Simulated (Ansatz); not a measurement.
## Electronic structure of BH$_{3}$···H$_{3}$Si (doublet) in real space

```yaml
atoms:
  - { symbol: B, position_ang: [-0.0009, 0.0000, -0.2844] }
  - { symbol: H, position_ang: [-0.0011, 0.0005, 0.9148] }
  - { symbol: H, position_ang: [1.0441, 0.0001, -0.8827] }
  - { symbol: H, position_ang: [-1.0457, 0.0001, -0.8832] }
  - { symbol: Si, position_ang: [0.0024, -0.0004, 3.5826] }
  - { symbol: H, position_ang: [-0.7738, -1.2058, 4.0195] }
  - { symbol: H, position_ang: [1.4318, -0.0677, 4.0275] }
  - { symbol: H, position_ang: [-0.6568, 1.2732, 4.0182] }
```

Theory: UKS B3LYP-D4/def2-SVP (Ansatz).

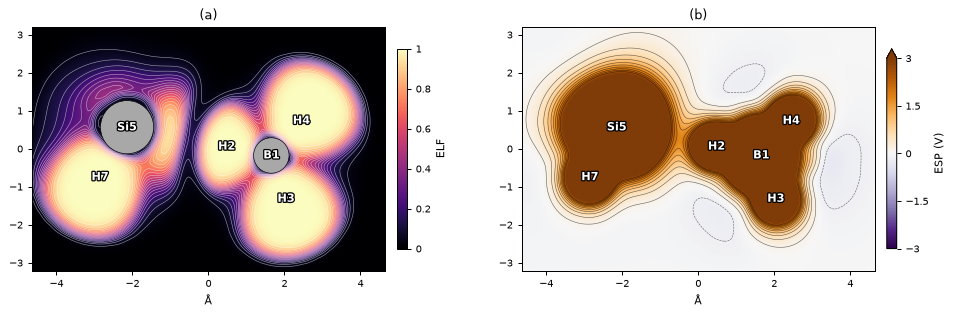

Figure 1. (a) ELF; (b) molecular electrostatic potential on the plane of atoms H2, B1 and H3. Grey discs cover the atomic cores in the ELF map.

### What does the map show?

- Atoms in the plane: B, H and Si.
- Si5···H2 (2.67 Å): the ELF dips to about 0.15 between them.
- B–H (1.20 Å): the ELF climbs to about 1 towards the hydrogen, as it does in any bond to H; an ordinary covalent bond to hydrogen.
- Si–H (1.50 Å): the ELF climbs to about 1 towards the hydrogen.
- Outside the dense part of the complex the potential is most negative (−0.3 V) near H4.

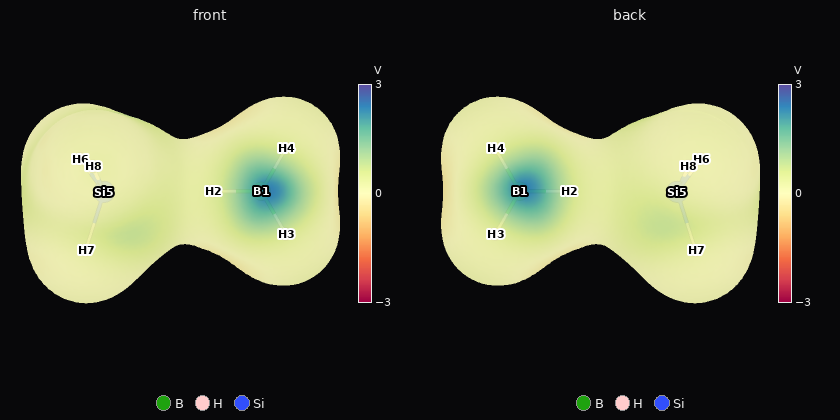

Figure 2. The molecular electrostatic potential painted on the density surface at 0.002 e/bohr³, seen from the front and from behind; red is negative and blue positive.

### Which sites attract a positive test charge, and which a negative one?

A positive charge is drawn to the negative regions and a negative charge to the positive ones. The most negative region (about −0.3 V) lies over H4, the most positive (about +2.3 V, or +53 kcal/mol for a unit charge) over B1.

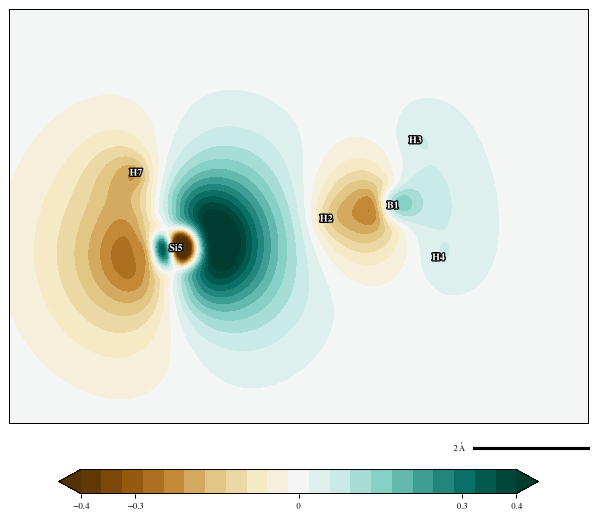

Figure 3. The LUMO (β) on the plane of atoms H2, B1 and H4 (values in Å⁻³ᐟ²; the overall sign is arbitrary).

### Describe this orbital and give its energy.

It lies mainly on Si5 (about 75 %). Its energy is −2.60 eV.

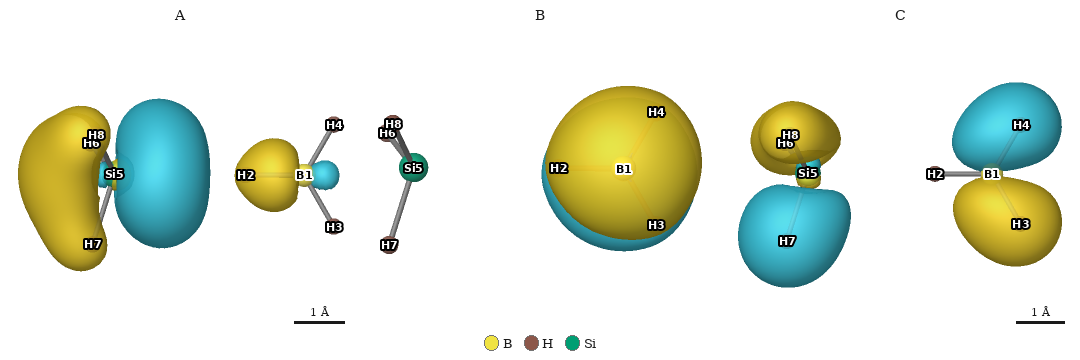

Figure 4. Three frontier orbitals at ±0.1 Å⁻³ᐟ² (yellow and cyan are the two phases), in no order.

### Which picture is the HOMO−1, the HOMO and the LUMO? All are α orbitals.

C is the HOMO−1 (α) (−9.67 eV). By Hirshfeld shares it lies mainly on Si5 (about 25 %), B1 (about 20 %), H7 (about 20 %), H3 (about 15 %) and H4 (about 15 %). A is the HOMO (α) (−5.66 eV). By Hirshfeld shares it lies mainly on Si5 (about 75 %). B is the LUMO (α) (−2.21 eV). By Hirshfeld shares it lies mainly on B1 (about 75 %), H3 (about 10 %), H4 (about 10 %) and H2 (about 10 %).

### What is the gap between the highest occupied and lowest empty α orbitals?

3.45 eV between the orbital energies.
